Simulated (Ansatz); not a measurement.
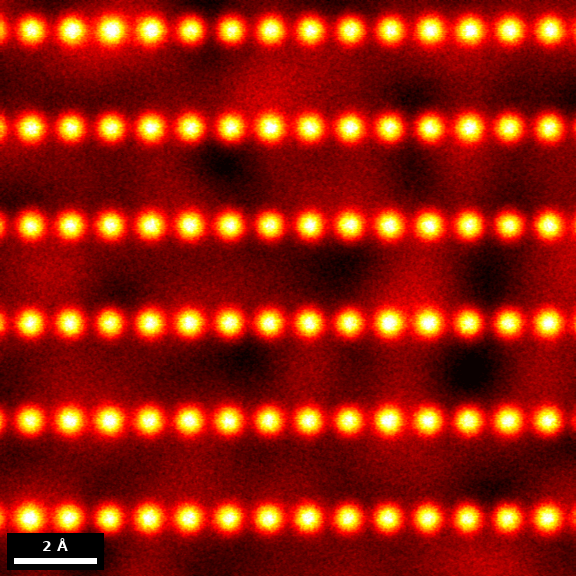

Dark-field STEM-like image of Ta (Im-3m, No. 229). The image is simulated as a sum over atoms of Z^1.6, blurred by a 0.50 Å probe (no channelling). The probe carries 15 % of its weight in a tail 2.5 times as wide. The display is stretched by a gamma of 0.8; percentages refer to the linear signal. Shot noise, a slight drift and the speckle of an amorphous layer were added. Model: the input geometry of an electronic-structure calculation (not necessarily at equilibrium).

Space group Im-3m (No. 229). a = 3.356 Å, b = 3.356 Å, c = 3.356 Å, α = 90.00°, β = 90.00°, γ = 90.00°
```tsv
atom	site	symmetry	x	y	z
Ta	2a	m-3m	0.0000	0.0000	0.0000
```

**Along which zone axis is the crystal seen: [210], [111], [211] or [001]? (Directions equivalent by symmetry count as one.)**

[211]. The projected cells are 1.50 × 1.84 Å, 114° for [210]; 2.74 × 2.74 Å, 120° for [111]; 0.97 × 2.37 Å, 90° for [211]; 2.37 × 2.37 Å, 90° for [001], and the image repeats as the [211] one does.
